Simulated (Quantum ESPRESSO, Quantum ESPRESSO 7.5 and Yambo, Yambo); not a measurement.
## SiC (Moissanite): a self-consistent loop beyond G0W0, cycle by cycle

Aim: iterate the self-energy on SiC (Moissanite) and follow the gap from cycle to cycle.

Program: Quantum ESPRESSO 7.5 and Yambo 5.3.0. Level of theory: PBE and many-body steps on it, plane waves. Results are calculated unless marked as measured.

**The experiments to reproduce.**

- Gap 3.33 eV: band gap at cryogenic temperature; bulk crystal (literature value) (quoted in “Silicon carbide diodes for neutron detection”, 2020, arxiv:2009.14696).

**1. The starting structure**

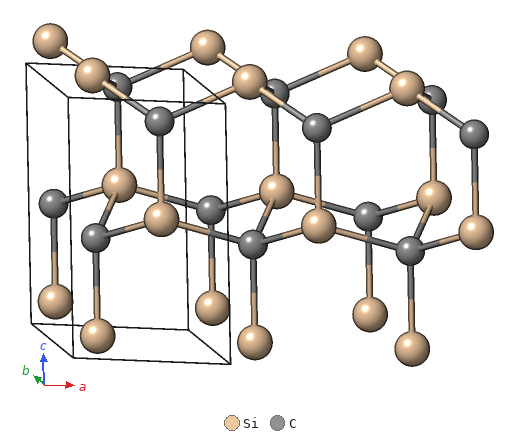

The starting structure, seen slightly off an axis (silicon light orange, carbon grey). 3×2×1 cells are drawn. Some periodic images of atoms are drawn too.

Geometry: measured (diffraction); atoms relaxed with PBE. The runs that relaxed it are not among those shown.

**2. Empty states on the mesh, 3×3×4 mesh, 180 bands**

This step: Quantum ESPRESSO 7.5; DFT, PBE, plane waves, norm-conserving pseudopotentials.

The sums over transitions need many empty states on a uniform mesh; this step solves for them.

The input, pw.in:

```
&control
  calculation = 'nscf'
  prefix = 'x'
  outdir = 'o'
  pseudo_dir = 'pseudo'
/
&system
  ibrav = 0
  nat = 4
  ntyp = 2
  ecutwfc = 74.0
  nbnd = 180
  force_symmorphic = .true.
/
&electrons
  conv_thr = 1e-9
  electron_maxstep = 80
  diago_full_acc = .true.
  diago_thr_init = 5e-6
/
ATOMIC_SPECIES
  Si 28.085 Si.upf
  C 12.011 C.upf
CELL_PARAMETERS angstrom
  3.0760000000 0.0000000000 0.0000000000
  -1.5380000000 2.6638941420 0.0000000000
  0.0000000000 0.0000000000 5.0480000000
ATOMIC_POSITIONS crystal
  Si 0.3333333333 0.6666666667 0.0045619064
  Si 0.6666666667 0.3333333333 0.5045619064
  C 0.3333333333 0.6666666667 0.3804380937
  C 0.6666666667 0.3333333333 0.8804380937
K_POINTS automatic
  3 3 4 0 0 0
```

Launch:

```console
$ OMP_NUM_THREADS=1 mpirun -n 4 pw.x -nk 4 -in pw.in > pw.out
```

The log of the run:

```text
Program PWSCF v.7.5 starts

     This program is part of the open-source Quantum ESPRESSO suite
     for quantum simulation of materials; please cite
         "P. Giannozzi et al., J. Phys.:Condens. Matter 21 395502 (2009);
         "P. Giannozzi et al., J. Phys.:Condens. Matter 29 465901 (2017);
         "P. Giannozzi et al., J. Chem. Phys. 152 154105 (2020);
     in publications or presentations arising from this work. More details at

     Atomic positions and unit cell read from directory:
     o/x.save/

     Message from routine setup:
[...]
77.9224  77.9224  77.9224  77.9224  78.6091  78.6091  79.2623  79.2623
     [... 11 further rows ...]
   143.6707 143.6707 144.3888 144.3888 144.3888 144.3888 145.2032 145.2032
   146.1834 146.1834 146.1834 146.1834

          k = 0.0000 0.3849 0.0000 (  3004 PWs)   bands (ev):

     [... further k-points ...]

     highest occupied, lowest unoccupied level (ev):     9.6509   11.9339

     XML data file, pseudopotentials, collected wavefunctions

=------------------------------------------------------------------------------=
   JOB DONE.
=------------------------------------------------------------------------------=
```

Elapsed: 14 s, on 4 MPI ranks of Arm Neoverse V1, shared host; peak memory 0.38 GiB.

This step gave:

* gap: 2.283 eV
* k of the valence top: 0, 0, 0
* k of the conduction bottom: 0.3333, 0.3333, 0
* least direct gap: 4.286 eV
* k points computed: 10
* lowest point of the top converged band, above the valence top: 131.1515 eV

On this mesh the gap is 2.283 eV.

The density comes from a self-consistent run that is not shown.

**3. Conversion and set-up**

This step: Yambo 5.3.0; conversion and set-up on PBE, plane waves, norm-conserving pseudopotentials.

The states are converted to the many-body program's format and the q mesh is built.

Launch:

```console
$ (cd o/x.save; p2y > p2y.log; mv SAVE ../..); yambo > setup.log
```

The log of the run:

```text
 Yambo, version 5.3.0

 [02] CORE Variables Setup
 =========================

  [02.01] Unit cells
  ==================

  Cell kind             :  HCP
  Atoms in the cell     :  Si  C
  number of Si atoms    :  2
  number of C  atoms    :  2

  List of atomic masses
  Mass of Si    :  28.08500
  Mass of C     :  12.01100

  List of atomic coordinates    : [cc]
  Si1       : -0.29064E-09   3.3560      0.43518E-01  order 1
  Si2       :  2.906399  1.678010  4.813186  order 2
  C1       : -0.29064E-09   3.3560       3.6291      order 3
[...]
IBZ Q-points                                      :  10
 BZ  Q-points                                      :   36

 K/Q-points units:
 rlu = crystal or reduced units; cc = cartesian coordinates; iku = interal k-units

 Q [ 1]         [rlu]:  0.000000  0.000000  0.000000
 Q [ 2]         [rlu]:  0.000000  0.000000  0.250000
 Q [ 3]         [rlu]:  0.000000  0.000000 -0.500000
[...]
Q [ 8]         [rlu]:  0.333333  0.333333  0.250000
 Q [ 9]         [rlu]:  0.333333  0.333333 -0.500000
 Q [10]         [rlu]: -0.10530E-16 -0.33333      0.25000

  [03.01] X indexes
  =================

   [03.01.01] Sigma indexes
   ========================

 [06] Game Over & Game summary
```

Elapsed: 2.1 s, on 1 MPI rank; peak memory 0.23 GiB.

**4. G0W0**

Now the one-shot GW correction: screening in the RPA, then the self-energy of the levels asked for.

This step: G0W0 on PBE, plane waves, norm-conserving pseudopotentials.

The input, gw1.in:

```
HF_and_locXC
gw0
dyson
ppa
em1d
rim_cut
RandQpts= 1000000
RandGvec= 1 RL
EXXRLvcs= 74 Ry
VXCRLvcs= 296 Ry
Chimod= "HARTREE"
% BndsRnXp
 1 | 180 |
%
NGsBlkXp= 15.5 Ry
% LongDrXp
 1 | 1 | 1 |
%
% GbndRnge
 1 | 180 |
%
DysSolver= "n"
ExtendOut
PPAPntXp= 27.21138 eV
% QPkrange
 1 | 10 | 1 | 14 |
%
```

Launch:

```console
$ OMP_NUM_THREADS=1 mpirun -n 4 yambo -F gw1.in -J gw1 -C gw1 > gw1.log
```

The log of the run:

```text
 Yambo, version 5.3.0

 [02] CORE Variables Setup
 =========================

  [... cell, symmetries and grids as in the set-up ...]

  [02.05] Energies & Occupations
  ==============================

  [X] === General ===
  [X] Electronic Temperature                        :  0.000000  0.000000 [eV K]
  [X] Bosonic    Temperature                        :  0.000000  0.000000 [eV K]
  [X] Finite Temperature mode                       : no
  [X] El. density                                   :  0.38681E+24 [cm-3]
  [X] Fermi Level                                   :  9.650849 [eV]

  [X] === Gaps and Widths ===
  [X] Conduction Band Min                           :  2.283037 [eV]
  [X] Valence Band Max                              :  0.000000 [eV]
  [X] Filled Bands                                  :   8
  [X] Empty Bands                                   :    9  180
  [X] Direct Gap                                    :  4.286464 [eV]
  [X] Direct Gap localized at k                     :   4
  [X] Indirect Gap                                  :  2.283037 [eV]
  [X] Indirect Gap between kpts                     :   1   7
  [X] Last valence band width                       :  3.832875 [eV]
  [X] 1st conduction band width                     :  3.608972 [eV]

 [03] Transferred momenta grid and indexing
 ==========================================

 IBZ Q-points                                      :  10
 BZ  Q-points                                      :   36

 K/Q-points units:
 rlu = crystal or reduced units; cc = cartesian coordinates; iku = interal k-units

 Q [ 1]         [rlu]:  0.000000  0.000000  0.000000
 Q [ 2]         [rlu]:  0.000000  0.000000  0.250000
 Q [ 3]         [rlu]:  0.000000  0.000000 -0.500000
 Q [ 4]         [rlu]:  0.10530E-16  0.33333       0.0000
 Q [ 5]         [rlu]:  0.10530E-16  0.33333      0.25000
 Q [ 6]         [rlu]:  0.10530E-16  0.33333     -0.50000
 Q [ 7]         [rlu]:  0.333333  0.333333  0.000000
 Q [ 8]         [rlu]:  0.333333  0.333333  0.250000
 Q [ 9]         [rlu]:  0.333333  0.333333 -0.500000
 Q [10]         [rlu]: -0.10530E-16 -0.33333      0.25000

 [04] Coloumb potential Random Integration (RIM)
 ===============================================

  [04.01] RIM initialization
  ==========================

  * Diagonal components only detected *

  8 x (sBL volume)        :  0.197473 [a.u.]
  sBZ random points       :  1000000
  Points outside the sBZ  :   7980387
  RL volume               :  0.888629 [a.u.]
  Integrated volume       :  0.890813 [a.u.]

  [04.02] RIM integrals
  =====================

  Gamma point sphere radius             :  0.105630 [a.u.]
  Points outside the sphere             :   813512
  [Int_sBZ(q=0) 1/q^2]*(Vol_sBZ)^(-1/3) =:  7.220721
                                 should be <:  7.795600

  Summary of Coulomb integrals for non-metallic bands |Q|[au] RIM/Bare

  Q [1] 0.100000E-4 0.926256 * Q [2] 0.164665 0.633513
  Q [3] 0.329330 0.866147 * Q [4] 0.416047 1.148303
  Q [5] 0.447448 1.092121 * Q [10] 0.447448 1.090956
  Q [6] 0.530616 1.026046 * Q [7] 0.720615 1.047175
  Q [8] 0.739189 1.040740 * Q [9] 0.792303 1.027473

 [05] Dipoles
 ============

  [05.01] Setup: observables and procedures
  =========================================

  [WARNING] [x,Vnl] slows the Dipoles computation. To neglect it rename the ns.kb_pp file

 [06] Dynamic Dielectric Matrix (PPA)
 ====================================

 [WR./gw1//ndb.pp]---------------------------------------------------------------
  Brillouin Zone Q/K grids (IBZ/BZ)                :   10   36   10   36
  RL vectors                                       :   3863 [WF]
  Coulomb cutoff potential                         : none
  Electronic Temperature                           :  0.000000 [K]
  Bosonic    Temperature                           :  0.000000 [K]
  PPA    diel. fun.  energies                      : Perdew, Burke & Ernzerhof(X)+Perdew, Burke & Ernzerhof(C)
[...]
X band range                                     :    1  180
  X e/h energy range                               : -1.000000 -1.000000 [eV]
  X Time ordering                                  : R
  X Hxc Kernel                                     : HARTREE
  X Drude frequency                                :  0.000000  0.000000
  X poles                                          :  100.0000 [o/o]
  RL vectors in the sum                            :   3863
  [r,Vnl] included                                 : yes
  Field direction                                  :  0.577350E-5  0.577350E-5  0.577350E-5
  BZ energy Double Grid                            : no
  BZ energy DbGd points                            : 0
  BZ Q point size factor                           : -1.000000
  X Optical Averaged directions                    : none

 [07] Local Exchange-Correlation + Non-Local Fock
 ================================================

 [VXC] Plane waves :  23969
 [EXS] Plane waves :  3009

 QP @ state[ 1 ] K range:   1  10
 QP @ state[ 1 ] b range:   1  14

 [xc] Functional : Perdew, Burke & Ernzerhof(X)+Perdew, Burke & Ernzerhof(C)
 [xc] LIBXC used to calculate xc functional
  PP Number of Atomic Species                      :  2
  NLCC RL compoments                               :  23969
  PP Number of Atomic Species                      :  2
  NLCC RL compoments                               :  23969

 [xc] E_xc :  -6.119829 [Ha]
      E_xc :  -12.23966 [Ry]

  Local XC kind (lXC) : Perdew, Burke & Ernzerhof(X)+Perdew, Burke & Ernzerhof(C)
  Non-Local XC kind (nlXC) : Hartree-Fock

  Corrections @ K [1] :  [eV]
 <1|nlXC|1> = -21.76403  0.10996E-16 <1|lXC|1> = -12.80418  0.94408E-16
 <2|nlXC|2> = -21.80688 -0.17749E-17 <2|lXC|2> = -13.85757  0.000000
 <3|nlXC|3> = -17.85871 -0.77045E-17 <3|lXC|3> = -12.05835  0.000000
 <4|nlXC|4> = -17.92431 -0.11086E-16 <4|lXC|4> = -14.49081  0.000000
 <5|nlXC|5> = -17.92368  0.35397E-16 <5|lXC|5> = -14.49081  0.000000
 <6|nlXC|6> = -17.31273 -0.78127E-17 <6|lXC|6> = -14.93726 -0.18882E-15
[...]
Corrections @ K [2] :  [eV]
[...]
Corrections @ K [3] :  [eV]
[...]
Corrections @ K [4] :  [eV]
[...]
Corrections @ K [5] :  [eV]
[...]
[... 4 further k-points ...]
  Corrections @ K [10] :  [eV]
[...]
<12|nlXC|12> = -6.392364  0.12499E-18 <12|lXC|12> = -12.48246  0.94408E-16
 <13|nlXC|13> = -5.514047 -0.13454E-17 <13|lXC|13> = -11.41265  0.47204E-16
 <14|nlXC|14> = -5.709676  0.35672E-17 <14|lXC|14> = -12.37104 -0.20652E-16

  [07.01] Hartree-Fock occupations report
  =======================================

  [Hartree-Fock] === General ===
  [Hartree-Fock] Electronic Temperature             :  0.000000  0.000000 [eV K]
  [Hartree-Fock] Bosonic    Temperature             :  0.000000  0.000000 [eV K]
  [Hartree-Fock] Finite Temperature mode            : no
  [Hartree-Fock] El. density                        :  0.38681E+24 [cm-3]
  [Hartree-Fock] Fermi Level                        :  9.650849 [eV]

  [Hartree-Fock] === Gaps and Widths ===
  [Hartree-Fock] Conduction Band Min                :  6.646614 [eV]
  [Hartree-Fock] Valence Band Max                   : -2.818759 [eV]
  [Hartree-Fock] Filled Bands                       :   8
  [Hartree-Fock] Empty Bands                        :    9  180
  [Hartree-Fock] Direct Gap                         :  12.33324 [eV]
  [Hartree-Fock] Direct Gap localized at k          :   4
  [Hartree-Fock] Indirect Gap                       :  9.465372 [eV]
  [Hartree-Fock] Indirect Gap between kpts          :   1   7
  [Hartree-Fock] Last valence band width            :  4.843877 [eV]
  [Hartree-Fock] 1st conduction band width          :  4.892295 [eV]

 [08] Dyson equation: Newton solver
 ==================================

  [08.01] G0W0 (W PPA)
  ====================

  [  GW  ] Bands range     :    1  180
  [GW/PPA] G damping       :  0.100000 [eV]

  QP @ state[ 1 ] K range:   1  10
  QP @ state[ 1 ] b range:   1  14

   Sc/G bands                                       :    1  180
   Sc/G damping                                     :  0.100000 ev
   Sc bands terminator                              : no
   Sx RL components                                 :  3009

   QP @ state[ 1 ] K range                          :   1  10
   QP @ state[ 1 ] b range                          :   1  14
   GF energies kind                                 : Perdew, Burke & Ernzerhof(X)+Perdew, Burke & Ernzerhof(C)
   GF WF`s kind                                     : Perdew, Burke & Ernzerhof(X)+Perdew, Burke & Ernzerhof(C)
   Xs energies kind                                 : Perdew, Burke & Ernzerhof(X)+Perdew, Burke & Ernzerhof(C)
   Xs WF`s kind                                     : Perdew, Burke & Ernzerhof(X)+Perdew, Burke & Ernzerhof(C)

 [11] Game Over & Game summary
```

Run time: 15 min. Hardware: 4 MPI ranks; peak memory 1.6 GiB; 60 min of CPU time.

This step gave:

| Item | Value |
| --- | --- |
| G0W0 gap on the mesh | 2.999 eV |
| starting gap on the mesh | 2.283 eV |
| k of the valence top | 0, 0, 0 |
| k of the conduction bottom | 0.3333, 0.3333, 0 |
| least direct G0W0 gap on the computed points | 5.225 eV |
| Z at the valence top | 0.7952 |
| Z at the conduction bottom | 0.8274 |

The gap on the mesh goes from 2.28 eV to 3.00 eV, a correction of +0.72 eV.

**5. evGW0, cycle 1**

This step: evGW0 on PBE, plane waves, norm-conserving pseudopotentials.

gw2.in, as its differences from gw1.in of step 4:

```diff
@@ -27 +27,2 @@
 %
+GfnQPdb= "E < ./gw1/ndb.QP"
```

Launch:

```console
$ OMP_NUM_THREADS=1 mpirun -n 4 yambo -F gw2.in -J gw2,gw1_W -C gw2 > gw2.log
```

The log of the run:

```text
 Yambo, version 5.3.0

 [02] CORE Variables Setup
 =========================

  [... cell, symmetries and grids as in the set-up ...]

  [02.05] Energies & Occupations
  ==============================

  [X] === General ===
  [X] Electronic Temperature                        :  0.000000  0.000000 [eV K]
  [X] Bosonic    Temperature                        :  0.000000  0.000000 [eV K]
  [X] Finite Temperature mode                       : no
  [X] El. density                                   :  0.38681E+24 [cm-3]
  [X] Fermi Level                                   :  9.650849 [eV]

  [X] === Gaps and Widths ===
  [X] Conduction Band Min                           :  2.283037 [eV]
  [X] Valence Band Max                              :  0.000000 [eV]
  [X] Filled Bands                                  :   8
  [X] Empty Bands                                   :    9  180
  [X] Direct Gap                                    :  4.286464 [eV]
  [X] Direct Gap localized at k                     :   4
  [X] Indirect Gap                                  :  2.283037 [eV]
  [X] Indirect Gap between kpts                     :   1   7
  [X] Last valence band width                       :  3.832875 [eV]
  [X] 1st conduction band width                     :  3.608972 [eV]

 [03] Transferred momenta grid and indexing
 ==========================================

 IBZ Q-points                                      :  10
 BZ  Q-points                                      :   36

 K/Q-points units:
 rlu = crystal or reduced units; cc = cartesian coordinates; iku = interal k-units

 Q [ 1]         [rlu]:  0.000000  0.000000  0.000000
 Q [ 2]         [rlu]:  0.000000  0.000000  0.250000
 Q [ 3]         [rlu]:  0.000000  0.000000 -0.500000
[...]
[G+QP] Direct Gap                                 :  5.225381 [eV]
  [G+QP] Direct Gap localized at k                  :   4
  [G+QP] Indirect Gap                               :  2.999301 [eV]
  [G+QP] Indirect Gap between kpts                  :   1   7
  [G+QP] Last valence band width                    :  4.156339 [eV]
  [G+QP] 1st conduction band width                  :  3.834671 [eV]

  [coarse-grid] Minimum Bare Gap        [ev]:  2.283037
  [coarse-grid] Minimum Gap Correction  [ev]:  0.716263

  Eqp @ K [ 1]
   -15.8545     -12.4180     -9.17198     -1.49859     -1.49830    -0.500233E-1 -0.257949E-3   0.00000
    5.74437   7.08381   7.53095   7.53041   8.68152   9.99097  10.05935  12.57365
  Eqp @ K [ 2]
  -15.61246 -13.34858  -7.65891  -1.71364  -1.31111  -1.31082  -0.25635  -0.25609
[...]
Eqp @ K [ 3]
[...]
Eqp @ K [ 8]
[...]
Eqp @ K [ 9]
[...]
5.96624   5.96626   6.98147   6.98153  11.61754  11.61745  12.93641  12.93641
    4.14607   5.24127   7.24935   9.37082   9.28538  11.10067  12.78661  13.05284

 [07] Dipoles
 ============

  [07.01] Setup: observables and procedures
  =========================================

 [08] Dynamic Dielectric Matrix (PPA)
 ====================================

   Sc/G bands                                       :    1  180
   Sc/G damping                                     :  0.100000 ev
   Sc bands terminator                              : no
   Sx RL components                                 :  3009

   QP @ state[ 1 ] K range                          :   1  10
   QP @ state[ 1 ] b range                          :   1  14
   GF energies kind                                 : Perdew, Burke & Ernzerhof(X)+Perdew, Burke & Ernzerhof(C)+ E < ./gw1/ndb.QP + @E Fit
   GF WF`s kind                                     : Perdew, Burke & Ernzerhof(X)+Perdew, Burke & Ernzerhof(C)
   Xs energies kind                                 : Perdew, Burke & Ernzerhof(X)+Perdew, Burke & Ernzerhof(C)
   Xs WF`s kind                                     : Perdew, Burke & Ernzerhof(X)+Perdew, Burke & Ernzerhof(C)

 [13] Game Over & Game summary
```

It took 14 min on 4 MPI ranks; peak memory 1.5 GiB; 56 min of CPU time.

This step gave:

| Item | Value |
| --- | --- |
| quasiparticle gap on the mesh | 3.081 eV |
| gap of the density functional on the mesh | 2.283 eV |
| k of the valence top | 0, 0, 0 |
| k of the conduction bottom | 0.3333, 0.3333, 0 |
| least direct quasiparticle gap on the computed points | 5.345 eV |
| Z at the valence top | 0.7992 |
| Z at the conduction bottom | 0.8356 |

Against G0W0 in Yambo (3×3×4 mesh, 180 bands, screening to 210.9 eV, Godby-Needs plasmon pole), the gap moves by +0.082 eV.

The program's own table gives 3.199 eV, which is too large where the input levels are shifted: this version takes Σc at the unshifted level E₀, yet steps from the shifted one. The value above is the Newton step from E₀, E₀ + Z(Σc + Σx − Vxc), rebuilt from the printed columns.

[end of part 1 of 2]

[Paths, hosts, dates, memory and timing lines, banners, echoed tables and standing remarks are left out of the program output.]

[Logs are printed without paths, hosts, clocks, repeated set-up lines and the standing remarks that a program may print on its own settings, such as how far it seeks lower states.]

[Runs of the session that timed out or met a known fault of the program may be left out.]

[Hosts, paths, dates, database ids (printed as entryN), source tags and the programs' standing remarks are cut or masked in the printed files.]
